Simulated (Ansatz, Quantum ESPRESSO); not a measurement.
# Work-function anisotropy of Ag, part 3 of 6

Wanted: work functions of Ag face by face, under two functionals.

Quantum ESPRESSO 7.5; plane-wave DFT, PBE, GBRV ultrasoft pseudopotentials; geometry and cross-check by Ansatz 0.2.0 with PAW datasets.

So far. Step 2 (Relaxation with Ansatz of (111)): The relaxation lowers the energy by 3 meV an atom. Held were the atoms numbered 3; the forces quoted are those on the free ones. Step 6 (Electrostatic potential of (111)): On (111) the work function under PBEsol lies +0.14 eV from PBE's.

### Step 7. Geometry from Ansatz of (100)

Level of this step: plane-wave DFT, PBE, Ansatz PAW (Ansatz 0.2.0).

File input.yaml:

```yaml
crystal:
  lattice:
    - [2.8920667351, 0.0, 0.0]
    - [0.0, 2.8920667351, 0.0]
    - [0.0, 0.0, 24.18]
  atoms:
    - { symbol: Ag, position: [0.0, 0.0, 0.3308519438] }
    - { symbol: Ag, position: [0.5, 0.5, 0.4154259719] }
    - { symbol: Ag, position: [0.0, 0.0, 0.5] }
    - { symbol: Ag, position: [0.5, 0.5, 0.5845740281] }
    - { symbol: Ag, position: [0.0, 0.0, 0.6691480562] }
kpoints:
  mp_grid: { grid: [10, 10, 1] }
hamiltonian:
  xc: pbe
scf:
  occupations: { method: fermi_dirac, width: 0.1 }
  convergence: { dr2_threshold: 1.0e-08 }
efield:
  axis: 3
  dipole_correction: true
  ramp_position: 0.97
  ramp_width: 0.04
relax:
  f_tol: 0.01
  constraints: [{ sites: [2] }]
output:
  write_potential: true
  write_density: true
  volumetric_format: npy
```

Started as:

```sh
$ ansatz run input.yaml --threads 4 --pin off --max-ram 8192MiB --backend cpu --events-out ev --progress --plain --runs-dir out
```

Numbers of over 12 decimals in the logs are rounded to 6 here.

What it wrote:

```text
[...]
Crystal: 5 atoms, lattice volume = 202.243 Å³
Basis set: ecut = 420 eV, 3917 PW (Γ), exchange–correlation on 40×40×324 points (8 copies of the dense FFT grid, shifted against one another)
Bands: 57, of which v1, the nominal top of the filled ones, is band 48 counted from 1 (47 counted from 0)
Symmetry: 8 space group operations
k-points: 21 of 100
[...]
SCF iter   1: F=—  HF=-37951.881295 eV  |F-HF|=—  |Δ(HF+E_count)|=         —  Δρ=1.05e-3  dr2=6.58e-3  ethr=1.77e-3  p=0.000 e·Å  D=1.27e-4 V/Å  ΔV_dip=-0.00 eV  dr2_dipole=2.25e-6  V_vac-E_F(+/−)=4.12/4.12 eV  ⟨swp⟩=7.5  Hψ=4880  notcnv=0  defer=21
[...]
SCF iter   8: F=-37951.885896 eV  HF=-37951.885896 eV  |F-HF|=7.64e-10  |Δ(HF+E_count)|=   3.16e-9  Δρ=5.78e-7  dr2=9.56e-10  ethr=1.05e-11  p=0.000 e·Å  D=6.21e-7 V/Å  ΔV_dip=-0.00 eV  dr2_dipole=2.13e-12  V_vac-E_F(+/−)=4.16/4.16 eV  ⟨swp⟩=8.0  Hψ=6987  notcnv=0
SCF 1 converged in 8 iterations: F = -37951.885896 eV  dr2 = 9.56e-10
[...]
relax step   1: F+E_penalty+E_count = -37951.88589559 eV  Δ(F+E_penalty+E_count) = +0.000e0 eV  max|allowed force component| = 1.294e-1 eV/Å  Δτ_max = 0.0000 Å  (8 SCF iters, accepted)
[...]
SCF iter   8: F=-37951.896542 eV  HF=-37951.896542 eV  |F-HF|=1.44e-8  |Δ(HF+E_count)|=   3.74e-8  Δρ=1.80e-6  dr2=4.59e-9  ethr=1.05e-11  p=0.000 e·Å  D=1.21e-7 V/Å  ΔV_dip=-0.00 eV  dr2_dipole=4.19e-13  V_vac-E_F(+/−)=4.17/4.17 eV  ⟨swp⟩=7.2  Hψ=7947  notcnv=0
SCF 2 converged in 8 iterations: F = -37951.896542 eV  dr2 = 4.59e-9
relax step   2: F+E_penalty+E_count = -37951.89654204 eV  Δ(F+E_penalty+E_count) = -1.065e-2 eV  max|allowed force component| = 1.036e-1 eV/Å  Δτ_max = 0.1528 Å  (8 SCF iters, accepted)
SCF iter   1: F=—  HF=-37951.905726 eV  |F-HF|=—  |Δ(HF+E_count)|=         —  Δρ=2.00e-3  dr2=8.28e-3  ethr=8.44e-5  p=0.000 e·Å  D=1.31e-6 V/Å  ΔV_dip=-0.00 eV  dr2_dipole=1.54e-10  V_vac-E_F(+/−)=4.16/4.16 eV  ⟨swp⟩=4.7  Hψ=3069  notcnv=0  defer=48
[...]
SCF iter   8: F=-37951.902979 eV  HF=-37951.902979 eV  |F-HF|=4.52e-9  |Δ(HF+E_count)|=   1.28e-8  Δρ=1.01e-6  dr2=1.57e-9  ethr=1.05e-11  p=0.000 e·Å  D=6.28e-7 V/Å  ΔV_dip=-0.00 eV  dr2_dipole=4.07e-14  V_vac-E_F(+/−)=4.17/4.17 eV  ⟨swp⟩=8.7  Hψ=7223  notcnv=0
SCF 3 converged in 8 iterations: F = -37951.902979 eV  dr2 = 1.57e-9
relax step   3: F+E_penalty+E_count = -37951.90297868 eV  Δ(F+E_penalty+E_count) = -6.437e-3 eV  max|allowed force component| = 4.921e-3 eV/Å  Δτ_max = 0.0586 Å  (8 SCF iters, accepted)
NSCF: frozen V_eff on 21 k-points
[...]
SCF converged after 8 iterations
Free energy (F): -37951.902979 eV
[...]
Internal energy: -37951.846644 eV  (E = F + TS)
E sigma→0 (E₀):  -37951.874811 eV
Entropy (-TS):   -0.056335 eV (-11.267 meV/atom)
Fermi energy:    4.960894 eV
Dipole field:    D = 0.000000 V/Å  (p = 0.000000 e·Å, saw-weighted, corrected)
Work function:   Φ+ = 4.1678 eV   Φ− = 4.1678 eV
[...]
--- Forces (eV/Å), atoms counted from 1 ---
  atom   1  Ag     0.00000000     0.00000000    -0.00492118
  atom   2  Ag     0.00000000     0.00000000    -0.00006127
  atom   3  Ag     0.00000000     0.00000000    -0.00000015
  atom   4  Ag    -0.00000000     0.00000000     0.00006123
  atom   5  Ag     0.00000000     0.00000000     0.00492141
  max |Σ_I F_I| component: 4.11e-8 eV/Å
--- Band table (eV; the first three rows and the last of 21) ---
  k-point 0: bands = [... 44 lower, 1.8869, 1.9369, 2.0362, 2.0362, 2.9158, 4.9780, 6.1338, 8.8684, ... 5 higher]
  k-point 1: bands = [... 44 lower, 1.8263, 1.8627, 1.8983, 2.0489, 3.2954, 5.2893, 6.5427, 9.0441, ... 5 higher]
  k-point 2: bands = [... 44 lower, 1.7489, 1.9452, 2.0072, 2.3022, 4.0386, 6.0693, 7.5523, 9.5684, ... 5 higher]
  k-point 20: bands = [... 44 lower, 2.3957, 7.2167, 7.2167, 8.5921, 8.5921, 10.4751, 10.4751, 11.6626, ... 5 higher]
--- Relaxed structure (3 steps of the walk, 3 accepted, 0 SCFs on fresh bases) ---
  F+E_penalty+E_count = -37951.90297868 eV   max|allowed force component| = 4.921e-3 eV/Å
  atoms:
    - { symbol: Ag, position: [0, 0.0, 0.326953] }
    - { symbol: Ag, position: [0.5, 0.5, 0.412649] }
    - { symbol: Ag, position: [0.0, 0.0, 0.5] }
    - { symbol: Ag, position: [0.5, 0.5, 0.587351] }
    - { symbol: Ag, position: [0, 0.0, 0.673047] }
```

Wall time 16 s (4 threads of Arm Neoverse V2, shared host); peak memory 0.6 GiB.

Step by step:

| step | energy less that of the first step (eV) | largest force component (eV/Å) |
| --- | --- | --- |
| 1 | 0.0000 | 0.1294 |
| 2 | -0.0106 | 0.1036 |
| 3 | -0.0171 | 0.0049 |

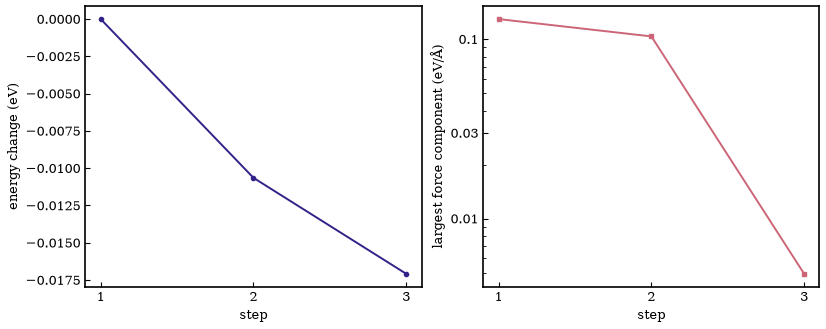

Energy and largest force along the relaxation.

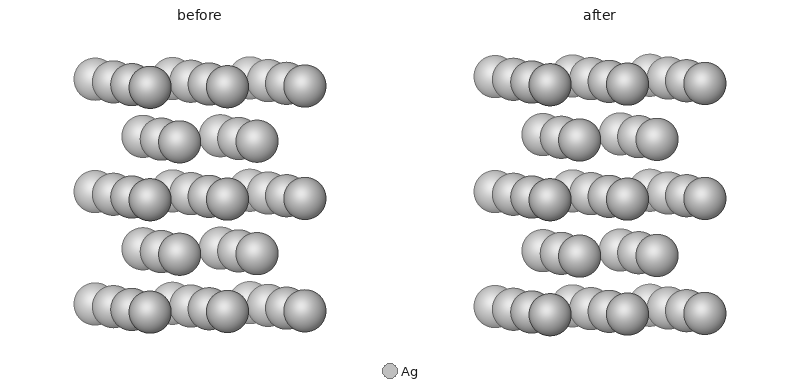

Before and after, at one scale.

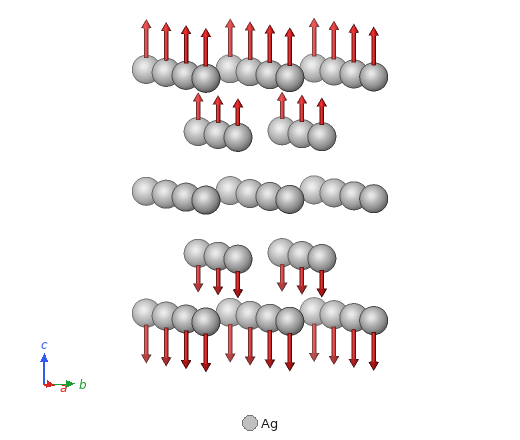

Displacements in the relaxation, exaggerated; the longest in the cell stands for 0.09 Å. 3×2×1 cells are drawn. Some periodic images of atoms are drawn too.

The atoms that moved most (Å):

| atom | dx | dy | dz | length |
| --- | --- | --- | --- | --- |
| Ag1 | 0.000 | 0.000 | -0.094 | 0.094 |
| Ag5 | 0.000 | 0.000 | 0.094 | 0.094 |
| Ag2 | 0.000 | 0.000 | -0.067 | 0.067 |
| Ag4 | 0.000 | 0.000 | 0.067 | 0.067 |

The relaxed structure:

```xyz
5
Lattice="2.8921 0.0000 0.0000 0.0000 2.8921 0.0000 0.0000 0.0000 24.1800" Properties=species:S:1:pos:R:3
Ag    0.0000    0.0000    7.9057
Ag    1.4460    1.4460    9.9779
Ag    0.0000    0.0000   12.0900
Ag    1.4460    1.4460   14.2021
Ag    0.0000    0.0000   16.2743
```

The relaxation lowers the energy by 3 meV an atom. Held were the atoms numbered 3; the forces quoted are those on the free ones.

Numbers from this step:

* free energy: -37951.9030 eV
* energy at zero smearing: -37951.8748 eV
* smearing term TS: 0.05633 eV
* Fermi energy: 4.961 eV
* symmetry operations: 8
* work function of the upper face: 4.168 eV
* work function of the lower face: 4.168 eV
* dipole along the normal: 4.01e-7 e·Å

### Step 8. Ground state of (100), PBE

Level of this step: plane-wave DFT, PBE, GBRV ultrasoft pseudopotentials (Quantum ESPRESSO 7.5).

File 100.pbe.in:

```
&control
  prefix = '100.pbe'
  outdir = './out'
  pseudo_dir = './pseudo'
  calculation = 'scf'
  tprnfor = .true.
/
&system
  ibrav = 0
  nat = 5
  ntyp = 1
  ecutwfc = 40
  ecutrho = 200
  occupations = 'smearing'
  smearing = 'mv'
  degauss = 0.02
/
&electrons
  conv_thr = 1e-07
  mixing_beta = 0.4
  electron_maxstep = 120
  mixing_mode = 'local-TF'
/
ATOMIC_SPECIES
  Ag  107.8682  ag_pbe_v1.4.uspp.F.UPF
CELL_PARAMETERS angstrom
  2.89206673510000 0.00000000000000 0.00000000000000
  0.00000000000000 2.89206673510000 0.00000000000000
  0.00000000000000 0.00000000000000 24.18000000000000
ATOMIC_POSITIONS crystal
  Ag  0.000000000000 0.000000000000 0.326952802829
  Ag  0.500000000000 0.500000000000 0.412649195970
  Ag  0.000000000000 0.000000000000 0.500000000000
  Ag  0.500000000000 0.500000000000 0.587350801485
  Ag  0.000000000000 0.000000000000 0.673047192128
K_POINTS automatic
  10 10 1 0 0 0
```

Started as:

```sh
$ OMP_NUM_THREADS=1 mpirun -n 4 pw.x -nk 4 -in 100.pbe.in > 100.pbe.out
```

What it wrote:

```text
[banner, memory and clock lines left out]
Program PWSCF v.7.5 starts
[citation notice left out]

[...]
Message from routine setup:
[...]
bravais-lattice index     =            0
     lattice parameter (alat)  =       5.4652  a.u.
     unit-cell volume          =    1364.8016 (a.u.)^3
     number of atoms/cell      =            5
     number of atomic types    =            1
     number of electrons       =        95.00
     number of Kohn-Sham states=           58
     kinetic-energy cutoff     =      40.0000  Ry
     charge density cutoff     =     200.0000  Ry
     scf convergence threshold =      1.0E-07
     mixing beta               =       0.4000
     number of iterations used =            8  local-TF  mixing
     Exchange-correlation=  SLA  PW   PBX  PBC
                           (   1   4   3   4   0   0   0)

[...]
PseudoPot. # 1 for Ag read from file:
     ./pseudo/ag_pbe_v1.4.uspp.F.UPF
     Pseudo is Ultrasoft + core correction, Zval = 19.0
     Generated by new atomic code, or converted to UPF format
     Using radial grid of  887 points,  6 beta functions with:
                l(1) =   0
                l(2) =   0
                l(3) =   1
                l(4) =   1
                l(5) =   2
                l(6) =   2
     Q(r) pseudized with  6 coefficients,  rinner =    1.300   1.300   1.300
                                                       1.300   1.300

     atomic species   valence    mass     pseudopotential
     Ag               19.00   107.86820     Ag( 1.00)

     16 Sym. Ops., with inversion, found

[...]
number of k points=    21  Marzari-Vanderbilt smearing, width (Ry)=  0.0200
[...]
Dense  grid:    65341 G-vectors     FFT dimensions: (  25,  25, 216)

     Smooth grid:    46535 G-vectors     FFT dimensions: (  24,  24, 192)

     Initial potential from superposition of free atoms

     starting charge      92.4998, renormalised to      95.0000

     negative rho (up, down):  3.313E-03 0.000E+00
     Starting wfcs are   65 randomized atomic wfcs

     per-process dynamical memory:    76.3 Mb

     Self-consistent Calculation

     iteration #  1     ecut=    40.00 Ry     beta= 0.40
     Davidson diagonalization with overlap
     ethr =  1.00E-02,  avg # of iterations =  6.2

     negative rho (up, down):  3.432E-02 0.000E+00

     total energy              =   -1478.04427165 Ry
     estimated scf accuracy    <       7.87329305 Ry

     iteration #  2     ecut=    40.00 Ry     beta= 0.40
[...]
negative rho (up, down):  5.228E-02 0.000E+00

[...]
total energy              =   -1477.80371083 Ry
     estimated scf accuracy    <       1.63592399 Ry

     iteration #  3     ecut=    40.00 Ry     beta= 0.40
[...]
negative rho (up, down):  5.021E-02 0.000E+00

[...]
total energy              =   -1478.04756220 Ry
     estimated scf accuracy    <       0.02829914 Ry

     iteration #  4     ecut=    40.00 Ry     beta= 0.40
[...]
negative rho (up, down):  4.224E-02 0.000E+00

[...]
total energy              =   -1478.04499878 Ry
     estimated scf accuracy    <       0.01384549 Ry

     iteration #  5     ecut=    40.00 Ry     beta= 0.40
[...]
negative rho (up, down):  4.117E-02 0.000E+00

[...]
total energy              =   -1478.04547430 Ry
     estimated scf accuracy    <       0.00521975 Ry

     iteration #  6     ecut=    40.00 Ry     beta= 0.40
[...]
negative rho (up, down):  3.083E-02 0.000E+00

[...]
total energy              =   -1478.04393017 Ry
     estimated scf accuracy    <       0.00503987 Ry

[...]
iteration # 11     ecut=    40.00 Ry     beta= 0.40
[...]
negative rho (up, down):  2.411E-03 0.000E+00

[...]
total energy              =   -1478.04155011 Ry
     estimated scf accuracy    <       0.00000671 Ry

     iteration # 12     ecut=    40.00 Ry     beta= 0.40
[...]
negative rho (up, down):  2.674E-03 0.000E+00

[...]
total energy              =   -1478.04154991 Ry
     estimated scf accuracy    <       0.00000407 Ry

     iteration # 13     ecut=    40.00 Ry     beta= 0.40
[...]
negative rho (up, down):  2.708E-03 0.000E+00

[...]
total energy              =   -1478.04155022 Ry
     estimated scf accuracy    <       0.00000024 Ry

     iteration # 14     ecut=    40.00 Ry     beta= 0.40
[...]
negative rho (up, down):  2.683E-03 0.000E+00

[...]
End of self-consistent calculation

          k = 0.0000 0.0000 0.0000 (  5907 PWs)   bands (ev):

   -87.0511 -87.0506 -86.9806 -86.8012 -86.8012 -50.5486 -50.5261 -50.4873
   -50.4873 -50.4838 -50.4838 -50.4362 -50.4047 -50.4047 -50.2657 -50.2652
   -50.2427 -50.2427 -50.2426 -50.2426  -2.3486  -1.5487  -1.2195  -1.1232
    -0.8828  -0.8655  -0.6915  -0.4594  -0.1354   0.0508   0.3957   0.3957
     0.7188   0.7188   0.9083   1.0279   1.2584   1.2584   1.2838   1.3363
     1.4640   1.7225   1.7405   1.7405   1.8890   1.9442   2.0462   2.0462
     2.9205   4.9717   6.1270   8.2739   8.8747   9.6109  11.0942  12.0030
    14.0182  14.4160

          k = 0.0000 0.1000 0.0000 (  5891 PWs)   bands (ev):

   -87.0505 -87.0500 -86.9801 -86.8007 -86.8007 -50.5465 -50.5266 -50.4951
   -50.4938 -50.4863 -50.4830 -50.4351 -50.4119 -50.4043 -50.2650 -50.2648
   -50.2504 -50.2503 -50.2421 -50.2420  -2.1517  -1.3868  -1.1304  -1.0075
    -0.8349  -0.7115  -0.6042  -0.3402  -0.0672   0.1248   0.3449   0.4288
     0.5372   0.7046   0.8416   1.0689   1.1263   1.2036   1.2195   1.2878
     1.5224   1.5364   1.7300   1.8031   1.8282   1.8674   1.9091   2.0582
     3.3000   5.2829   6.5337   8.4529   9.0692   9.7769  11.2786  12.1251
    14.1343  14.5688

[...]
the Fermi energy is     4.9874 ev

!    total energy              =   -1478.04155023 Ry
     estimated scf accuracy    <       0.00000006 Ry
     smearing contrib. (-TS)   =      -0.00103189 Ry
     internal energy E=F+TS    =   -1478.04051833 Ry

     The total energy is F=E-TS. E is the sum of the following terms:
     one-electron contribution =  -10129.30075201 Ry
     hartree contribution      =    5070.41814967 Ry
     xc contribution           =    -144.81054179 Ry
     ewald contribution        =    3725.65262579 Ry

     convergence has been achieved in  14 iterations

     negative rho (up, down):  2.683E-03 0.000E+00

     Forces acting on atoms (cartesian axes, Ry/au):

     atom    1 type  1   force =     0.00000000    0.00000000   -0.00057322
     atom    2 type  1   force =     0.00000000    0.00000000    0.00002572
     atom    3 type  1   force =     0.00000000    0.00000000    0.00000000
     atom    4 type  1   force =     0.00000000    0.00000000   -0.00002572
     atom    5 type  1   force =     0.00000000    0.00000000    0.00057322

     Total force =     0.000811     Total SCF correction =     0.001911
     SCF correction compared to forces is large: reduce conv_thr to get better values

[...]
```

Wall time 50 s (4 MPI ranks); peak memory 0.55 GiB; 3.4 min of CPU time.

This step gave:

- free energy: -20109.7798 eV
- Fermi energy: 4.987 eV

### Step 9. Electrostatic potential of (100)

File 100.pbe.pot.in:

```
&inputpp
  prefix = '100.pbe'
  outdir = './out'
  filplot = '100.pbe.pot.dat'
  plot_num = 11
/
```

Started as:

```sh
$ OMP_NUM_THREADS=1 mpirun -n 4 pp.x -in 100.pbe.pot.in > 100.pbe.pot.out
```

What it wrote:

```text
[banner, memory and clock lines left out]
Program POST-PROC v.7.5 starts
[citation notice left out]

[...]
./out/100.pbe.save/

[...]
negative rho (up, down):  2.683E-03 0.000E+00

     Calling punch_plot, plot_num =  11
     Writing data to file  100.pbe.pot.dat
     Message from routine chdens:
     namelist plot not found or invalid, exiting
```

It took 0.78 s on 4 MPI ranks; peak memory 0.11 GiB; 2.8 s of CPU time.

Read from the output:

```
work function of the upper face                                       : 4.145 eV
slope of the potential above                                          : 3.05e-4 eV/Å
upper vacuum line continued to the top atoms, over the Fermi level    : 4.144 eV
work function of the lower face                                       : 4.145 eV
slope of the potential below                                          : -2.45e-4 eV/Å
lower vacuum line continued to the bottom atoms, over the Fermi level : 4.144 eV
```

The potential energy, planar mean oscillates, so the rows of the table below give means over windows of 2.13 Å about each position, cut where the curve ends. Its maxima inside the range that stand out by 2 % of the span (Å: eV): 9.0: -0.651, 11.1: -0.389, 13.1: -0.389, 15.2: -0.651. Its minima: 7.9: -19.0, 10.0: -19.3, 12.1: -19.2, 14.2: -19.3, 16.2: -19.0.

Electrostatic potential energy of an electron; zero at the Fermi level. Potential energy, planar mean against z; means over each step:

| z (Å) | potential energy, planar mean (eV) |
| --- | --- |
| 1.06 | 4.15 |
| 3.19 | 4.14 |
| 5.32 | 4.00 |
| 7.46 | -7.22 |
| 9.58 | -8.66 |
| 11.71 | -8.44 |
| 13.84 | -8.51 |
| 15.97 | -8.47 |
| 18.11 | 3.12 |
| 20.23 | 4.14 |
| 22.36 | 4.15 |

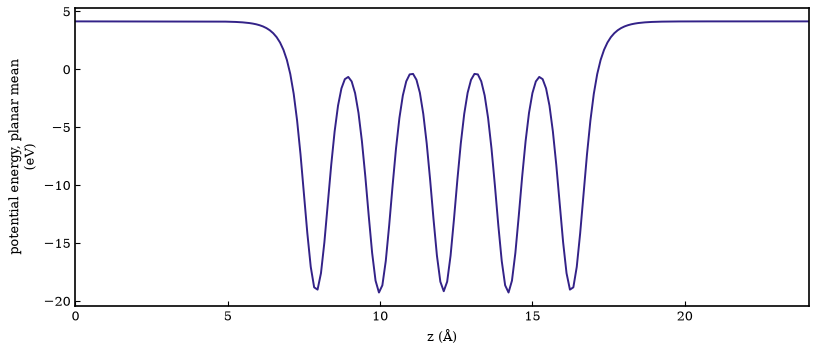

Potential energy, planar mean, plotted against z.

### Step 10. Ground state of (100), PBEsol

Level of this step: plane-wave DFT, PBEsol, GBRV ultrasoft pseudopotentials (Quantum ESPRESSO 7.5).

100.pbesol.in is the input of step 8 with these lines changed:

```diff
@@ -1,3 +1,3 @@
 &control
-  prefix = '100.pbe'
+  prefix = '100.pbesol'
   outdir = './out'
@@ -24,3 +24,3 @@
 ATOMIC_SPECIES
-  Ag  107.8682  ag_pbe_v1.4.uspp.F.UPF
+  Ag  107.8682  ag_pbesol_v1.4.uspp.F.UPF
 CELL_PARAMETERS angstrom
```

Started as:

```sh
$ OMP_NUM_THREADS=1 mpirun -n 4 pw.x -nk 4 -in 100.pbesol.in > 100.pbesol.out
```

What it wrote:

```text
[banner, memory and clock lines left out]
Program PWSCF v.7.5 starts
[...]
Message from routine setup:
[...]
number of electrons       =        95.00
     number of Kohn-Sham states=           58
     kinetic-energy cutoff     =      40.0000  Ry
     charge density cutoff     =     200.0000  Ry
[...]
number of k points=    21  Marzari-Vanderbilt smearing, width (Ry)=  0.0200
[...]
Dense  grid:    65341 G-vectors     FFT dimensions: (  25,  25, 216)
[...]
negative rho (up, down):  3.309E-03 0.000E+00
     Starting wfcs are   65 randomized atomic wfcs
[...]
negative rho (up, down):  3.402E-02 0.000E+00
[...]
estimated scf accuracy    <       8.16432718 Ry
[...]
negative rho (up, down):  5.277E-02 0.000E+00
[...]
estimated scf accuracy    <       1.64352097 Ry
[...]
negative rho (up, down):  5.143E-02 0.000E+00
[...]
estimated scf accuracy    <       0.02772649 Ry
[...]
negative rho (up, down):  4.477E-02 0.000E+00
[...]
estimated scf accuracy    <       0.01438463 Ry
[...]
negative rho (up, down):  4.284E-02 0.000E+00
[...]
estimated scf accuracy    <       0.00617106 Ry
[...]
negative rho (up, down):  3.054E-02 0.000E+00
[...]
estimated scf accuracy    <       0.00567143 Ry
[...]
negative rho (up, down):  1.786E-02 0.000E+00
[...]
estimated scf accuracy    <       0.00268539 Ry
[...]
negative rho (up, down):  3.947E-03 0.000E+00
[...]
estimated scf accuracy    <       0.00069243 Ry
[...]
negative rho (up, down):  3.866E-03 0.000E+00
[...]
estimated scf accuracy    <       0.00019631 Ry
[...]
negative rho (up, down):  2.721E-03 0.000E+00
[...]
estimated scf accuracy    <       0.00004270 Ry
[...]
negative rho (up, down):  2.604E-03 0.000E+00
[...]
estimated scf accuracy    <       0.00001272 Ry
[...]
negative rho (up, down):  2.697E-03 0.000E+00
[...]
estimated scf accuracy    <       0.00000336 Ry
[...]
negative rho (up, down):  2.725E-03 0.000E+00
[...]
estimated scf accuracy    <       0.00000023 Ry
[...]
negative rho (up, down):  2.707E-03 0.000E+00
[...]
the Fermi energy is     4.8213 ev
!    total energy              =   -1477.65496668 Ry
     estimated scf accuracy    <       0.00000005 Ry
     smearing contrib. (-TS)   =      -0.00107657 Ry
     internal energy E=F+TS    =   -1477.65389011 Ry
[...]
one-electron contribution =  -10129.81923391 Ry
     hartree contribution      =    5069.81276769 Ry
     xc contribution           =    -143.30004968 Ry
     ewald contribution        =    3725.65262579 Ry
     convergence has been achieved in  14 iterations
     negative rho (up, down):  2.707E-03 0.000E+00
[...]
Total force =     0.019572     Total SCF correction =     0.001480
[...]
```

Wall time 50 s (4 MPI ranks); peak memory 0.67 GiB; 3.3 min of CPU time.

Read from the output:

- free energy: -20104.5200 eV
- Fermi energy: 4.821 eV

### Step 11. Electrostatic potential of (100)

File 100.pbesol.pot.in:

```
&inputpp
  prefix = '100.pbesol'
  outdir = './out'
  filplot = '100.pbesol.pot.dat'
  plot_num = 11
/
```

Started as:

```sh
$ OMP_NUM_THREADS=1 mpirun -n 4 pp.x -in 100.pbesol.pot.in > 100.pbesol.pot.out
```

Elapsed: 0.78 s, on 4 MPI ranks; peak memory 0.11 GiB; 2.8 s of CPU time.

Numbers from this step:

```
work function of the upper face                                       : 4.271 eV
slope of the potential above                                          : 2.60e-4 eV/Å
upper vacuum line continued to the top atoms, over the Fermi level    : 4.270 eV
work function of the lower face                                       : 4.271 eV
slope of the potential below                                          : -2.09e-4 eV/Å
lower vacuum line continued to the bottom atoms, over the Fermi level : 4.270 eV
```

On (100) the work function under PBEsol lies +0.13 eV from PBE's.

[end of part 3 of 6]

[Logs are printed without paths, hosts, clocks, repeated set-up lines and the standing remarks that a program may print on its own settings, such as how far it seeks lower states.]

[Hosts, paths, dates, database ids (printed as entryN), source tags and the programs' standing remarks are cut or masked in the printed files.]

[Maps of the electrostatic potential energy from Ansatz leave out the sawtooth potential of an applied field or a dipole correction, so their vacuum need not be flat; planar profiles and work functions include it.]
